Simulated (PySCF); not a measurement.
# C₄H₃F₅O: a tour of settings, part 2 of 2

PySCF 2.14.0. Atoms count from 0. Earlier steps stand in the parts before.

### 5 Spin-spin couplings: PBE0/6-31G in dichloromethane

Job settings and geometry (Å):

```
{"job": {"kind": "j", "xc": "PBE0", "basis": "6-31G", "solvent": "dichloromethane", "grid": 4, "scf": {"level_shift": 0.2}}, "charge": 0, "multiplicity": 1}
F     -1.037578    -0.731092     1.556171
C     -1.652405    -0.275827     0.429449
C     -0.644437     0.520171    -0.407341
F     -0.401182     1.728439     0.160762
F     -1.184427     0.782999    -1.619786
C      0.685395    -0.215751    -0.554070
F      0.507572    -1.473552    -1.013979
O      1.781894     0.456062    -1.043847
C      1.858322     0.069477     0.281325
F      2.700155    -0.932356     0.561066
H     -2.005668    -1.138165    -0.143848
H     -2.481554     0.372699     0.728359
H      1.869524     0.837381     1.048009
```

Method: PBE0/6-31G indirect spin-spin coupling, non-relativistic, IEF-PCM dichloromethane.

Log:

```text
final grid: 334000 points
cycle   1  E = -727.3005838426  dE =  2.226e+00  |g| = 1.314e+00  |ddm| = 3.721e+00
cycle   2  E = -727.2672977934  dE =  3.329e-02  |g| = 1.549e+00  |ddm| = 2.779e+00
cycle   3  E = -727.6611457133  dE = -3.938e-01  |g| = 2.810e-01  |ddm| = 9.894e-01
cycle   4  E = -727.6777709569  dE = -1.663e-02  |g| = 4.526e-02  |ddm| = 3.219e-01
cycle   5  E = -727.6781907935  dE = -4.198e-04  |g| = 9.160e-03  |ddm| = 7.000e-02
cycle   6  E = -727.6782076380  dE = -1.684e-05  |g| = 3.529e-03  |ddm| = 1.701e-02
cycle   7  E = -727.6782099745  dE = -2.337e-06  |g| = 6.019e-04  |ddm| = 4.018e-03
cycle   8  E = -727.6782100956  dE = -1.210e-07  |g| = 2.345e-04  |ddm| = 1.306e-03
cycle   9  E = -727.6782101140  dE = -1.840e-08  |g| = 8.185e-05  |ddm| = 4.119e-04
cycle  10  E = -727.6782101161  dE = -2.155e-09  |g| = 2.000e-05  |ddm| = 1.337e-04
cycle  11  E = -727.6782101163  dE = -2.235e-10  |g| = 6.663e-06  |ddm| = 5.168e-05
level shift removed, Fock matrix diagonalised once more
converged SCF energy = -727.6782101163

Indirect spin-spin couplings (Hz)
  i      j    bonds     total        FC       PSO       DSO        SD
  0 F    1 C    1   -233.049  -281.844    28.793     1.182    18.820
  0 F    2 C    2     27.255    30.626    -4.033     0.407     0.254
  0 F    3 F    3    -15.470    -0.809   -11.824     0.256    -3.093
  0 F    4 F    3    -15.457   -17.332   -15.533    -1.115    18.521
  0 F    5 C    3      0.361     0.492    -0.532     0.433    -0.031
  0 F    6 F    4      6.386    -0.271     5.934     0.484     0.238
  0 F    7 O    4      1.202     0.718     0.445     0.119    -0.079
  0 F    8 C    4      1.623     1.652    -0.375     0.267     0.078
  0 F    9 F    5     -0.163     0.141    -0.290     0.149    -0.164
  0 F   10 H    2     56.340    50.741     9.528    -0.368    -3.560
  0 F   11 H    2     56.527    50.722     9.883    -0.455    -3.623
  0 F   12 H    5      0.234     0.041    -0.608     0.715     0.086
  1 C    3 F    2     27.940    25.377     0.650     0.225     1.688
  1 C    4 F    2     37.085    40.542    -3.651     0.254    -0.059
  1 C    6 F    3     -1.206    -1.129    -0.263     0.240    -0.054
  1 C   10 H    1    173.459   172.237    -0.114     1.336         -
  1 C   11 H    1    175.822   174.621    -0.106     1.307         -
  2 C    3 F    1   -311.919  -314.416   -10.908     1.668    11.737
  2 C    4 F    1   -321.668  -325.521    -9.649     1.636    11.865
  2 C    6 F    2     33.425    34.628    -1.918     0.428     0.286
  2 C    9 F    3     -1.838    -1.572    -0.180    -0.148     0.061
  2 C   10 H    2     -0.163    -0.544     0.002     0.379         -
  2 C   11 H    2     -5.206    -5.507    -0.022     0.324         -
  2 C   12 H    3     -0.648    -0.849    -0.029     0.230         -
  3 F    4 F    2    331.971   109.449   134.104     0.458    87.960
  3 F    5 C    2     42.468    44.639    -2.557     0.468    -0.083
  3 F    6 F    3     15.971    -3.608     1.071    -1.133    19.641
  3 F    7 O    3      0.093    -0.250     0.413    -0.097     0.027
  3 F    8 C    3      2.109     2.019    -0.184     0.332    -0.057
  3 F    9 F    4     -0.932     1.338    -1.304    -0.747    -0.220
  3 F   10 H    3     27.737    29.010     0.633    -1.666    -0.239
  3 F   11 H    3     11.571    11.088     0.257     0.751    -0.525
  3 F   12 H    4      2.508     1.822    -1.098     1.763     0.021
  4 F    5 C    2     26.624    24.508     0.080     0.422     1.614
  4 F    6 F    3    -15.770    -4.650    -8.472     0.371    -3.018
  4 F    7 O    3      2.979     2.547     0.164    -0.048     0.316
  4 F    8 C    3      4.858     5.406     0.097    -0.232    -0.413
  4 F    9 F    4      4.068     3.774    -0.052    -1.123     1.469
  4 F   10 H    3     -0.189    -0.681     0.377     0.739    -0.623
  4 F   11 H    3     -1.626    -1.389     0.036     0.148    -0.421
  4 F   12 H    4     -1.171    -0.330     0.585    -1.082    -0.343
  5 C    6 F    1   -305.126  -314.122    -2.466     1.686     9.776
  5 C    9 F    2     20.853    21.937     0.365     0.164    -1.613
  5 C   10 H    3      0.224     0.007    -0.023     0.240         -
  5 C   11 H    3      5.401     5.490     0.151    -0.240         -
  5 C   12 H    2     -0.899    -1.006     0.045     0.062         -
  6 F    7 O    2    -34.760   -13.610   -15.512    -0.032    -5.607
  6 F    8 C    2     18.583    18.947     0.954     0.114    -1.433
  6 F    9 F    3     -9.030   -17.377    11.042     0.464    -3.159
  6 F   10 H    4      3.737     3.156    -0.909     1.504    -0.015
  6 F   12 H    3     -4.696    -3.960     1.200    -1.790    -0.146
  7 O    9 F    2    -35.129   -14.199   -15.453     0.007    -5.485
  7 O   10 H    4      0.213     0.063    -0.016     0.166         -
  7 O   11 H    4     -0.343    -0.463    -0.083     0.203         -
  7 O   12 H    2     -7.587    -7.489    -0.180     0.081         -
  8 C    9 F    1   -334.994  -336.154    -8.255     1.373     8.042
  8 C   11 H    4     -0.298    -0.172     0.109    -0.234         -
  8 C   12 H    1    234.865   233.455    -0.215     1.624         -
  9 F   10 H    5     -0.296     0.059     0.306    -0.708     0.047
  9 F   11 H    5     -0.867    -0.262     0.507    -1.116     0.004
  9 F   12 H    2     74.903    75.804     2.591    -0.661    -2.831
 10 H   11 H    2    -17.098   -16.414     0.908    -1.592         -
 10 H   12 H    5     -0.787    -0.038     0.466    -1.215         -
 11 H   12 H    5     -0.336     0.110     0.266    -0.712         -
```

It took 30 s on 1 thread of Intel Xeon Platinum 8488C, shared host; peak memory 0.86 GiB.

This basis has no tight s functions, so the Fermi-contact terms are rough.

A choice of the couplings up to four bonds, sorted by the number of bonds; isotopes 13C, 19F, 1H, 17O:

```tsv
pair	bonds	J (Hz)	Fermi contact (Hz)	dihedral (°)
C8–F9	1	-335.0	-336.2	–
C2–F4	1	-321.7	-325.5	–
C2–F3	1	-311.9	-314.4	–
C5–F6	1	-305.1	-314.1	–
C8–H12	1	234.9	233.5	–
F0–C1	1	-233.0	-281.8	–
C1–H11	1	175.8	174.6	–
C1–H10	1	173.5	172.2	–
F3–F4	2	332.0	109.4	–
F9–H12	2	74.9	75.8	–
F0–H11	2	56.5	50.7	–
F0–H10	2	56.3	50.7	–
F3–C5	2	42.5	44.6	–
C1–F4	2	37.1	40.5	–
O7–F9	2	-35.1	-14.2	–
F6–O7	2	-34.8	-13.6	–
C2–F6	2	33.4	34.6	–
F3–H10	3	27.7	29.0	167
F3–F6	3	16.0	-3.6	175
F4–F6	3	-15.8	-4.7	-69
F0–F3	3	-15.5	-0.8	-74
F0–F4	3	-15.5	-17.3	170
F3–H11	3	11.6	11.1	45
F6–F9	3	-9.0	-17.4	0
C5–H11	3	5.4	5.5	166
F4–C8	3	4.9	5.4	140
F0–F6	4	6.4	-0.3	–
F4–F9	4	4.1	3.8	–
F6–H10	4	3.7	3.2	–
F3–H12	4	2.5	1.8	–
F0–C8	4	1.6	1.7	–
F0–O7	4	1.2	0.7	–
F4–H12	4	-1.2	-0.3	–
```

The spin-dipole term was solved for some atoms only; pairs without it lack that part.

The response was solved for the nuclei of F, H alone, so couplings that need other nuclei can be missing.

Quadrupole couplings from the field gradients of the same density:

```tsv
atom	isotope	eQq/h (MHz)	η
O7	17O	10.7	0.10
```

Shifts (CAM-B3LYP/6-31G, unscaled) and these couplings together give the proton spectrum at 600 MHz below.

1H NMR δ 5.42 (m, 1H), 5.24 (m, 1H), 4.93 (m, 1H).

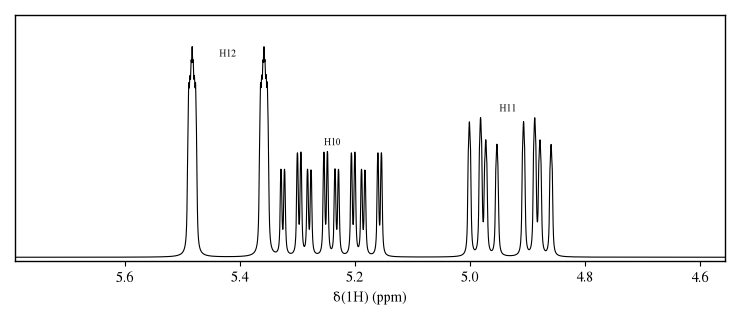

Simulated proton spectrum at 600 MHz, by exact diagonalisation of each spin system; lines 1.2 Hz wide, exchangeable protons uncoupled.

### 6 Shielding tensors: BHandHLYP/MINI in acetonitrile

Settings changed since step 5:

```diff
@@ -1,2 +1,2 @@
-{"job": {"kind": "j", "xc": "PBE0", "basis": "6-31G", "solvent": "dichloromethane", "grid": 4, "scf": {"level_shift": 0.2}}, "charge": 0, "multiplicity": 1}
+{"job": {"kind": "nmr", "xc": "BHandHLYP", "basis": "MINI", "solvent": "acetonitrile", "pop": true}, "charge": 0, "multiplicity": 1}
 F     -1.037578    -0.731092     1.556171
```

Level: GIAO BHandHLYP/MINI NMR shielding, non-relativistic, IEF-PCM acetonitrile.

Log:

```text
coarse grid: 12720 points
cycle   1  E = -722.7645661886  dE =  2.455e+00  |g| = 9.623e-01  |ddm| = 5.551e+00
cycle   2  E = -722.9119947063  dE = -1.474e-01  |g| = 8.040e-01  |ddm| = 2.823e+00
cycle   3  E = -723.1001840153  dE = -1.882e-01  |g| = 4.627e-02  |ddm| = 1.299e+00
cycle   4  E = -723.1010181726  dE = -8.342e-04  |g| = 2.385e-02  |ddm| = 1.347e-01
cycle   5  E = -723.1012369151  dE = -2.187e-04  |g| = 2.971e-03  |ddm| = 4.917e-02
cycle   6  E = -723.1012412216  dE = -4.306e-06  |g| = 1.037e-03  |ddm| = 8.539e-03
final grid: 130176 points
cycle   7  E = -723.1922460311  dE = -4.774e-06  |g| = 1.070e-03  |ddm| = 8.030e-03
cycle   8  E = -723.1922463027  dE = -2.716e-07  |g| = 7.013e-04  |ddm| = 2.957e-03
cycle   9  E = -723.1922464544  dE = -1.518e-07  |g| = 8.478e-05  |ddm| = 1.200e-03
cycle  10  E = -723.1922464579  dE = -3.482e-09  |g| = 3.527e-05  |ddm| = 2.375e-04
cycle  11  E = -723.1922464584  dE = -4.809e-10  |g| = 5.203e-06  |ddm| = 7.563e-05
converged SCF energy = -723.1922464584

GIAO shielding tensors (ppm)
atom      isotropic    diamagn.    paramagn.     s11        s22        s33       span
  0 F      513.693     455.631      58.063    391.896    527.540    621.644    229.747
  1 C      160.240     236.200     -75.960    145.269    149.564    185.886     40.617
  2 C      149.694     231.869     -82.175    131.040    156.565    161.477     30.436
  3 F      412.093     455.737     -43.644    347.364    409.989    478.928    131.564
  4 F      417.550     455.972     -38.422    347.018    402.563    503.069    156.050
  5 C      174.856     232.457     -57.602    124.474    166.802    233.291    108.817
  6 F      452.593     454.927      -2.334    380.981    448.481    528.316    147.335
  7 O      337.215     380.567     -43.353    177.839    376.383    457.421    279.582
  8 C      167.330     245.150     -77.820    119.228    153.359    229.403    110.175
  9 F      466.490     455.691      10.799    369.935    507.655    521.880    151.946
 10 H       25.709      23.101       2.609     21.230     24.129     31.768     10.538
 11 H       25.554      24.357       1.198     19.698     24.090     32.875     13.178
 12 H       25.251      21.907       3.344     18.193     24.696     32.864     14.671
```

Wall time 5.8 s (1 thread of Intel Xeon Platinum 8488C, shared host); peak memory 0.45 GiB.

In short: σ C2 149.7, C1 160.2, C8 167.3, C5 174.9, H12 25.25, H11 25.55 ppm.

### 7 Comparing the runs: NMR shifts

Isotropic shieldings (ppm) of some atoms, chosen among heavy atoms and hydrogens apart, with basis size and wall time:

```tsv
run	H12	H11	F3	F4	F9	F6	O7	functions	time
CAM-B3LYP/6-31G	27.71	28.20	319.3	332.0	368.7	373.7	233.4	96	15 s
BHandHLYP/MINI in acetonitrile	25.25	25.55	412.1	417.6	466.5	452.6	337.2	53	5.8 s
```

### 8 What came out

The summary covers parts 1 to 2.

| quantity | value |
| --- | --- |
| 13C shifts against TMS (CAM-B3LYP/6-31G) | 121.8, 91.8, 86.6, 80.8 ppm |
| 1H shifts against TMS (CAM-B3LYP/6-31G) | 5.42, 5.24, 4.93 ppm |
| 19F shifts against CFCl3 (CAM-B3LYP/6-31G) | -134.4, -147.2, -183.8, -188.9, -261.5 ppm |
| 17O shifts against H2O (CAM-B3LYP/6-31G) | 89.4 ppm |
| largest coupling of the table (PBE0/6-31G) | 1J(C,F) C8–F9, -335.0 Hz |
| range of the shielding of O7 | 233.4 to 337.2 ppm |
| property runs in this session | 5, of which 1 failed and 2 gave unsound results |

Single values in the summary come from the first sound run of each kind (PBE0/6-31G; CAM-B3LYP/6-31G), which need not be the best level. At CAM-B3LYP/6-31G: Shielding is most anisotropic at O7 (span 256 ppm, paramagnetic term -168 ppm). Of the pairs tabulated at PBE0/6-31G, C8–F9 couples most strongly (-335.0 Hz; Fermi contact -336.2 Hz). Couplings across rotatable bonds belong to this one conformer; where others are populated, the observed values are averages. Density functionals describe couplings to fluorine poorly, F–F couplings above all, so those rows are rough. Across the 2 runs the shielding of O7 moves most, between 233.4 (CAM-B3LYP/6-31G) and 337.2 ppm (BHandHLYP/MINI in acetonitrile). A minimal basis is unusable for shieldings, so that end is no result. Couplings from bases without tight functions are rough.
